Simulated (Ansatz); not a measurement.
# AlGaPH (triplet): the correlation ladder, cc-pVDZ

How much of the correlation energy of AlGaPH (triplet) does each wave-function method recover here?

The runs use Ansatz 0.2.0, Gaussian basis; cc-pVDZ, core rule «outside noble gas», up to 24 orbitals frozen.

The runs, in order: UHF; CCSD(T) on ROHF; CCSD(T) on UHF; BCCD(T) on ROHF; CISD; CCSDT(Q) on ROHF; CCSDT(Q) on UHF; CASSCF and NEVPT2, 10 electrons in 10 orbitals.

27 further runs of the same task are left out: 2 for a known fault of the program, 11 that didn't finish, 14 set aside as unsound or not needed.

**1. What is computed**

The geometry is a PBE0/def2-TZVP stationary point (not a proven minimum). No spin-orbit coupling is included. The filled d shell of Ga may be among the frozen orbitals whatever the setting's name suggests; the logs give the count.

4 atoms, charge 0, spin multiplicity 3.

Atoms are counted from 1 here; the program's logs count them from 0.

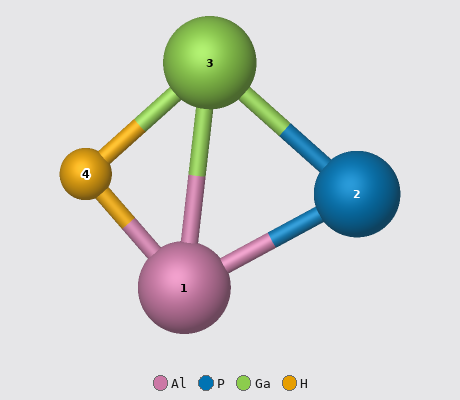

The structure; aluminium pink, phosphorus blue, gallium green, hydrogen amber; atoms are numbered from 1 in the order of the file.

**2. UHF**

The input, in.yaml:

```yaml
crystal:
  periodic: [false, false, false]
  atoms:
    - {symbol: Al, position_ang: [0.000000, 1.003938, 1.483451]}
    - {symbol: P, position_ang: [0.000000, -1.182613, 0.896493]}
    - {symbol: Ga, position_ang: [0.000000, 0.110828, -0.971553]}
    - {symbol: H, position_ang: [0.000000, 1.800570, -0.053547]}
basis:
  gaussian: {orbitals: cc-pVDZ}
magnetization: {spin_polarized: true, initial_magnetization: 2}
hamiltonian: {xc: hf}
output: {orbitals: {seedname: orbitals}}
```

Command:

```bash
$ ansatz run in.yaml --threads 1 --pin off --events-out ev --progress --plain --max-ram 2393MiB
```

The runs that follow: CCSD(T) on ROHF; CCSD(T) on UHF; BCCD(T) on ROHF; CISD; CCSDT(Q) on ROHF; CCSDT(Q) on UHF; CASSCF and NEVPT2, 10 electrons in 10 orbitals.

Q: Predict the results of all the runs planned. Wanted: UCCSDT(Q) below the RHF energy; RMP2 from UCCSDT(Q); UMP2 from UCCSDT(Q); RCCSD from UCCSDT(Q); RCCSD(T) from UCCSDT(Q); UCCSD(T) from UCCSDT(Q); RCCSDT(Q) from UCCSDT(Q); NEVPT2 frontier from UCCSDT(Q); T1 diagnostic.

The runs gave:

| quantity | value |
| --- | --- |
| UCCSDT(Q) below the RHF energy | -7.1401 eV |
| RMP2 from UCCSDT(Q) | +1227.5 meV |
| UMP2 from UCCSDT(Q) | +1250.7 meV |
| RCCSD from UCCSDT(Q) | +472.1 meV |
| RCCSD(T) from UCCSDT(Q) | +82.7 meV |
| UCCSD(T) from UCCSDT(Q) | +80.2 meV |
| RCCSDT(Q) from UCCSDT(Q) | +9.5 meV |
| NEVPT2 frontier from UCCSDT(Q) | +1327.4 meV |
| levels within 1 kcal/mol (43 meV) | UCCSDT, RCCSDT(Q) |
| T1 diagnostic | 0.037 |

In words: RCCSD(T) lands +82.7 meV from the yardstick (1.2 % of the correlation energy). These misses are within one basis, not against nature; the frozen cores of restricted and unrestricted runs differ, which can shift their rows.
